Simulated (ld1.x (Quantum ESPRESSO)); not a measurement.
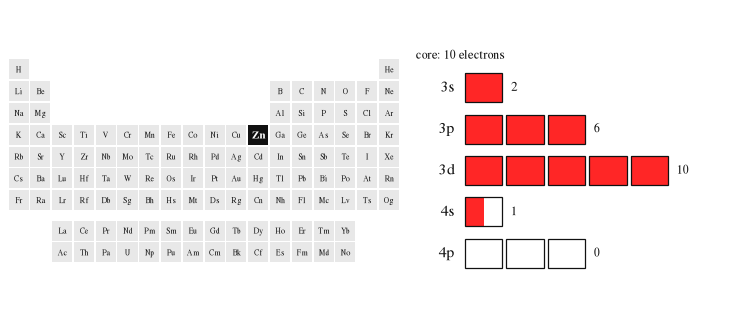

Left, the place of zinc in the periodic table; right, the valence shells of the reference configuration: a box for each of the 2l + 1 orbitals, shaded by the share of the shell that is filled, with the electron count at the right.

# Zn: pseudopotential generation (part 1 of 2)

- system: zinc (Zn, Z = 30), core [Ne], reference valence 3s2 3p6 3d10 4s1 4p0 (an ion of charge +1), valence charge 20.
- method: TM potential, PBEsol, scalar-relativistic, made with ld1.x (Quantum ESPRESSO) 7.5

Input:
```
 &input
   title='Zn', zed=30., rel=1, dft='PBESOL', iswitch=3,
   config='[Ar] 3d10 4s1 4p0 4f-2',
   nld=4, rlderiv=1.35, eminld=-12.0, emaxld=5.0, deld=0.04
 /
 &inputp
   pseudotype=2, tm=.true., lloc=1,
   nlcc=.false.,
   file_pseudopw='Zn.UPF', file_wfcaegen='ae.wfc', file_wfcncgen='nc.wfc', file_beta='beta', file_chi='chi'
 /
4
3S  1  0   2.00   0.00  0.65  0.65  0.0
3D  3  2  10.00   0.00  1.25  1.25  0.0
4F  4  3  -2.00   0.20  1.00  1.00  0.0
3P  2  1   6.00   0.00  0.65  0.65  0.0
 &test
   configts(1)='3s2 3p6 3d10 4s1 4p0'
 /
```

Input of the test run:
```
 &input
   title='Zn', zed=30., rel=1, dft='PBESOL', iswitch=2,
   config='[Ar] 3d10 4s1 4p0 4f-2'
 /
 &test
   file_pseudo='Zn.UPF', nconf=8,
   configts(1)='3s2 3p6 3d10 4s1 4p0',
   configts(2)='3s2 3p6 3d10 4s2 4p0',
   configts(3)='3s2 3p6 3d10 4s0 4p0',
   configts(4)='3s2 3p6 3d9 4s0 4p0',
   configts(5)='3s2 3p6 3d10 4s1 4p1',
   configts(6)='3s1 3p6 3d10 4s2 4p0',
   configts(7)='3s2 3p6 3d9 4s2 4p0',
   configts(8)='3s2 3p6 3d10 4s0 4p2'
 /
```

Hardware: 1 CPU thread, shared host.

Launched with:
```bash
ld1.x < Zn.in > Zn.out
```

Output:
```
     Program LD1 v.7.5
     --------------------------- All-electron run ----------------------------

     Zn
     scalar relativistic calculation

     atomic number is 30.00
     dft =PBESOL   lsd =0 sic =0 latt =0  beta=0.20 tr2=1.0E-14
     Exchange-correlation= PBESOL
                           (   1   4  10   8   0   0   0)
     mesh =1201 r(mesh) =  99.36527 a.u. xmin = -7.00 dx = 0.01250
     1 Ry =  13.60569312 eV, c = 137.03599908

     n l     nl                  e(Ry)          e(Ha)          e(eV)
     1 0     1S 1( 2.00)      -700.2181      -350.1091     -9526.9528
     2 0     2S 1( 2.00)       -85.7570       -42.8785     -1166.7835
     2 1     2P 1( 6.00)       -74.4532       -37.2266     -1012.9877
     3 0     3S 1( 2.00)       -10.1865        -5.0933      -138.5949
     3 1     3P 1( 6.00)        -6.8311        -3.4156       -92.9424
     3 2     3D 1(10.00)        -1.4547        -0.7273       -19.7920
     4 0     4S 1( 1.00)        -1.0279        -0.5139       -13.9846
     4 1     4P 1( 0.00)        -0.5666        -0.2833        -7.7086

     final scf error:  3.9E-15 reached in  28 iterations

     Etot =   -3588.475779 Ry,   -1794.237890 Ha,  -48823.700232 eV

     Ekin =    3645.269627 Ry,    1822.634813 Ha,   49596.419889 eV
     Encl =   -8630.348858 Ry,   -4315.174429 Ha, -117421.878106 eV
     Eh   =    1536.321844 Ry,     768.160922 Ha,   20902.723551 eV
     Exc  =    -139.718392 Ry,     -69.859196 Ha,   -1900.965567 eV

     normalization and overlap integrals

     s(1S/1S) =  1.000000  <r> =   0.0503  <r2> =    0.0034  r(max) =   0.0329
     s(2S/2S) =  1.000000  <r> =   0.2264  <r2> =    0.0604  r(max) =   0.1894
     s(2P/2P) =  1.000000  <r> =   0.1984  <r2> =    0.0482  r(max) =   0.1513
     s(3S/3S) =  1.000000  <r> =   0.6819  <r2> =    0.5376  r(max) =   0.5908
     s(3P/3P) =  1.000000  <r> =   0.7141  <r2> =    0.6030  r(max) =   0.5908
     s(3D/3D) =  1.000000  <r> =   0.8969  <r2> =    1.0764  r(max) =   0.5691
     s(4S/4S) =  1.000000  <r> =   2.3903  <r2> =    6.5813  r(max) =   1.9864
     s(4P/4P) =  1.000000  <r> =   3.1352  <r2> =   11.4580  r(max) =   2.5189

     ------------------------ End of All-electron run ------------------------

     --------------------- Generating NC pseudopotential ---------------------

      Generating local pot.: lloc=1, matching radius rcloc =   0.6500

      Wfc   3S  rcut= 0.653  Using Troullier-Martins method

      Wfc   3D  rcut= 1.251  Using Troullier-Martins method

      Wfc   4F  rcut= 0.999  Using Troullier-Martins method

     ------------------- End of pseudopotential generation -------------------

     --------------------------- All-electron run ----------------------------

     Zn
     scalar relativistic calculation

     atomic number is 30.00
     dft =PBESOL   lsd =0 sic =0 latt =0  beta=0.20 tr2=1.0E-14
     Exchange-correlation= PBESOL
                           (   1   4  10   8   0   0   0)
     mesh =1201 r(mesh) =  99.36527 a.u. xmin = -7.00 dx = 0.01250
     1 Ry =  13.60569312 eV, c = 137.03599908

     n l     nl                  e(Ry)          e(Ha)          e(eV)
     1 0     1S 1( 2.00)      -700.2181      -350.1091     -9526.9528
     2 0     2S 1( 2.00)       -85.7570       -42.8785     -1166.7835
     2 1     2P 1( 6.00)       -74.4532       -37.2266     -1012.9877
     3 0     3S 1( 2.00)       -10.1865        -5.0933      -138.5949
     3 1     3P 1( 6.00)        -6.8311        -3.4156       -92.9424
     3 2     3D 1(10.00)        -1.4547        -0.7273       -19.7920
     4 0     4S 1( 1.00)        -1.0279        -0.5139       -13.9846
     4 1     4P 1( 0.00)        -0.5666        -0.2833        -7.7086

     final scf error:  3.9E-15 reached in  28 iterations

     Etot =   -3588.475779 Ry,   -1794.237890 Ha,  -48823.700232 eV

     Ekin =    3645.269627 Ry,    1822.634813 Ha,   49596.419889 eV
     Encl =   -8630.348858 Ry,   -4315.174429 Ha, -117421.878106 eV
     Eh   =    1536.321844 Ry,     768.160922 Ha,   20902.723551 eV
     Exc  =    -139.718392 Ry,     -69.859196 Ha,   -1900.965567 eV

     normalization and overlap integrals

     s(1S/1S) =  1.000000  <r> =   0.0503  <r2> =    0.0034  r(max) =   0.0329
     s(2S/2S) =  1.000000  <r> =   0.2264  <r2> =    0.0604  r(max) =   0.1894
     s(2P/2P) =  1.000000  <r> =   0.1984  <r2> =    0.0482  r(max) =   0.1513
     s(3S/3S) =  1.000000  <r> =   0.6819  <r2> =    0.5376  r(max) =   0.5908
     s(3P/3P) =  1.000000  <r> =   0.7141  <r2> =    0.6030  r(max) =   0.5908
     s(3D/3D) =  1.000000  <r> =   0.8969  <r2> =    1.0764  r(max) =   0.5691
     s(4S/4S) =  1.000000  <r> =   2.3903  <r2> =    6.5813  r(max) =   1.9864
     s(4P/4P) =  1.000000  <r> =   3.1352  <r2> =   11.4580  r(max) =   2.5189

     ------------------------ End of All-electron run ------------------------

     Computing logarithmic derivative in   1.35672
     Computing logarithmic derivative in   1.35672
     Computing the partial wave expansion
     R is outside the sphere for l=    0 j= 0.00
       no projector for channel:   1
     R is outside the sphere for l=    2 j= 0.00
     R is outside the sphere for l=    3 j= 0.00

     ---------------------- Testing the pseudopotential ----------------------

     Zn
     scalar relativistic calculation

     atomic number is 30.00   valence charge is 20.00
     dft =PBESOL   lsd =0 sic =0 latt =0  beta=0.20 tr2=1.0E-14
     mesh =1201 r(mesh) =  99.36527 xmin = -7.00 dx = 0.01250

     n l     nl             e AE (Ry)        e PS (Ry)    De AE-PS (Ry)
     1 0     3S   1( 2.00)      -10.18654      -10.18698        0.00045
     2 1     3P   1( 6.00)       -6.83114       -6.83142        0.00028
     3 2     3D   1(10.00)       -1.45468       -1.45469        0.00001
     2 0     4S   1( 1.00)       -1.02785       -1.03393        0.00608  !
     3 1     4P   1( 0.00)       -0.56657       -0.56728        0.00070

     eps = 3.7E-15  iter = 75

     Etot =   -3588.475779 Ry,   -1794.237890 Ha,  -48823.700232 eV
     Etotps =  -444.092977 Ry,    -222.046488 Ha,   -6042.192760 eV

     Ekin =     250.608476 Ry,     125.304238 Ha,    3409.702017 eV
     Encl =    -997.710253 Ry,    -498.855126 Ha,  -13574.539523 eV
     Ehrt =     379.653855 Ry,     189.826927 Ha,    5165.453838 eV
     Ecxc =     -40.221166 Ry,     -20.110583 Ha,    -547.236838 eV
     Epseu=     -36.423889 Ry,     -18.211944 Ha,    -495.572255 eV

     ---------------------- End of pseudopotential test ----------------------
```

Output of the test run (extracts):
```
     ---------------------- Testing the pseudopotential ----------------------

     Zn
     scalar relativistic calculation

     atomic number is 30.00   valence charge is 20.00
     dft =PBESOL   lsd =0 sic =0 latt =0  beta=0.20 tr2=1.0E-14
     mesh =1201 r(mesh) =  99.36527 xmin = -7.00 dx = 0.01250

     n l     nl             e AE (Ry)        e PS (Ry)    De AE-PS (Ry)
     1 0     3S   1( 2.00)      -10.18654      -10.18698        0.00045
     2 1     3P   1( 6.00)       -6.83114       -6.83142        0.00028
     3 2     3D   1(10.00)       -1.45468       -1.45469        0.00001
     2 0     4S   1( 1.00)       -1.02785       -1.03393        0.00608  !
     3 1     4P   1( 0.00)       -0.56657       -0.56728        0.00070

     eps = 6.3E-15  iter = 40

     Etot =   -3588.475779 Ry,   -1794.237890 Ha,  -48823.700231 eV
     Etotps =  -444.092977 Ry,    -222.046488 Ha,   -6042.192759 eV

     Ekin =     250.608476 Ry,     125.304238 Ha,    3409.702018 eV
     Encl =    -997.710253 Ry,    -498.855126 Ha,  -13574.539523 eV
     Ehrt =     379.653855 Ry,     189.826927 Ha,    5165.453839 eV
     Ecxc =     -40.221166 Ry,     -20.110583 Ha,    -547.236838 eV
     Epseu=     -36.423889 Ry,     -18.211944 Ha,    -495.572255 eV

     ---------------------- End of pseudopotential test ----------------------

     ---------------------- Testing the pseudopotential ----------------------

     Zn
     scalar relativistic calculation

     atomic number is 30.00   valence charge is 20.00
     dft =PBESOL   lsd =0 sic =0 latt =0  beta=0.20 tr2=1.0E-14
     mesh =1201 r(mesh) =  99.36527 xmin = -7.00 dx = 0.01250

     n l     nl             e AE (Ry)        e PS (Ry)    De AE-PS (Ry)
     1 0     3S   1( 2.00)       -9.47565       -9.47389       -0.00175
     2 1     3P   1( 6.00)       -6.11918       -6.11734       -0.00184
     3 2     3D   1(10.00)       -0.74737       -0.74425       -0.00312
     2 0     4S   1( 2.00)       -0.44082       -0.44428        0.00346
     3 1     4P   1( 0.00)       -0.07904       -0.07862       -0.00042

     eps = 2.7E-13  iter =201

     Etot =   -3589.203378 Ry,   -1794.601689 Ha,  -48833.599715 eV
     Etotps =  -444.825401 Ry,    -222.412700 Ha,   -6052.157898 eV
     dEtot_ae =      -0.727599 Ry
     dEtot_ps =      -0.732424 Ry,   Delta E=       0.004826 Ry

     Ekin =     249.966428 Ry,     124.983214 Ha,    3400.966508 eV
     Encl =   -1011.779414 Ry,    -505.889707 Ha,  -13765.960217 eV
     Ehrt =     393.478694 Ry,     196.739347 Ha,    5353.550357 eV
     Ecxc =     -40.621782 Ry,     -20.310891 Ha,    -552.687496 eV
     Epseu=     -35.869327 Ry,     -17.934663 Ha,    -488.027050 eV

     ---------------------- End of pseudopotential test ----------------------

     ---------------------- Testing the pseudopotential ----------------------

     Zn
     scalar relativistic calculation

     atomic number is 30.00   valence charge is 20.00
     dft =PBESOL   lsd =0 sic =0 latt =0  beta=0.20 tr2=1.0E-14
     mesh =1201 r(mesh) =  99.36527 xmin = -7.00 dx = 0.01250

     n l     nl             e AE (Ry)        e PS (Ry)    De AE-PS (Ry)
     1 0     3S   1( 2.00)      -11.00698      -11.01029        0.00331
     2 1     3P   1( 6.00)       -7.65251       -7.65548        0.00297
     3 2     3D   1(10.00)       -2.26633       -2.27040        0.00407
     2 0     4S   1( 0.00)       -1.67795       -1.68704        0.00909  !
     3 1     4P   1( 0.00)       -1.13417       -1.13651        0.00234

     eps = 3.6E-14  iter =201

     Etot =   -3587.127202 Ry,   -1793.563601 Ha,  -48805.351898 eV
     Etotps =  -442.736728 Ry,    -221.368364 Ha,   -6023.740051 eV
     dEtot_ae =       1.348578 Ry
     dEtot_ps =       1.356249 Ry,   Delta E=      -0.007671 Ry

     Ekin =     251.424492 Ry,     125.712246 Ha,    3420.804480 eV
     Encl =    -981.496514 Ry,    -490.748257 Ha,  -13353.940368 eV
     Ehrt =     364.450700 Ry,     182.225350 Ha,    4958.604387 eV
     Ecxc =     -39.813426 Ry,     -19.906713 Ha,    -541.689253 eV
     Epseu=     -37.301980 Ry,     -18.650990 Ha,    -507.519297 eV

     ---------------------- End of pseudopotential test ----------------------

     ---------------------- Testing the pseudopotential ----------------------

     Zn
     scalar relativistic calculation

     atomic number is 30.00   valence charge is 20.00
     dft =PBESOL   lsd =0 sic =0 latt =0  beta=0.20 tr2=1.0E-14
     mesh =1201 r(mesh) =  99.36527 xmin = -7.00 dx = 0.01250

     n l     nl             e AE (Ry)        e PS (Ry)    De AE-PS (Ry)
     1 0     3S   1( 2.00)      -12.54750      -12.55781        0.01031  !
     2 1     3P   1( 6.00)       -9.17772       -9.18773        0.01001  !
     3 2     3D   1( 9.00)       -3.72556       -3.72978        0.00422
     2 0     4S   1( 0.00)       -2.59338       -2.60830        0.01492  !
     3 1     4P   1( 0.00)       -1.93722       -1.94195        0.00473

     eps = 7.3E-15  iter =135

     Etot =   -3584.149866 Ry,   -1792.074933 Ha,  -48764.843178 eV
     Etotps =  -439.754609 Ry,    -219.877305 Ha,   -5983.166266 eV
     dEtot_ae =       4.325914 Ry
     dEtot_ps =       4.338367 Ry,   Delta E=      -0.012454 Ry

     Ekin =     246.054255 Ry,     123.027128 Ha,    3347.738691 eV
     Encl =    -949.131166 Ry,    -474.565583 Ha,  -12913.587374 eV
     Ehrt =     337.855120 Ry,     168.927560 Ha,    4596.753079 eV
     Ecxc =     -38.373912 Ry,     -19.186956 Ha,    -522.103671 eV
     Epseu=     -36.158907 Ry,     -18.079453 Ha,    -491.966992 eV

     ---------------------- End of pseudopotential test ----------------------

     ---------------------- Testing the pseudopotential ----------------------

     Zn
     scalar relativistic calculation

     atomic number is 30.00   valence charge is 20.00
     dft =PBESOL   lsd =0 sic =0 latt =0  beta=0.20 tr2=1.0E-14
     mesh =1201 r(mesh) =  99.36527 xmin = -7.00 dx = 0.01250

     n l     nl             e AE (Ry)        e PS (Ry)    De AE-PS (Ry)
     1 0     3S   1( 2.00)       -9.64002       -9.64014        0.00013
     2 1     3P   1( 6.00)       -6.28402       -6.28401       -0.00001
     3 2     3D   1(10.00)       -0.90851       -0.90783       -0.00068
     2 0     4S   1( 1.00)       -0.54469       -0.54961        0.00493
     3 1     4P   1( 1.00)       -0.15388       -0.15422        0.00034

     eps = 8.0E-15  iter = 60

     Etot =   -3588.826618 Ry,   -1794.413309 Ha,  -48828.473630 eV
     Etotps =  -444.444359 Ry,    -222.222180 Ha,   -6046.973560 eV
     dEtot_ae =      -0.350838 Ry
     dEtot_ps =      -0.351382 Ry,   Delta E=       0.000544 Ry

     Ekin =     250.694866 Ry,     125.347433 Ha,    3410.877413 eV
     Encl =   -1008.582501 Ry,    -504.291251 Ha,  -13722.464001 eV
     Ehrt =     390.270706 Ry,     195.135353 Ha,    5309.903463 eV
     Ecxc =     -40.495808 Ry,     -20.247904 Ha,    -550.973537 eV
     Epseu=     -36.331622 Ry,     -18.165811 Ha,    -494.316898 eV
```

(Continued in part 2.) Outcome of the run: generated.
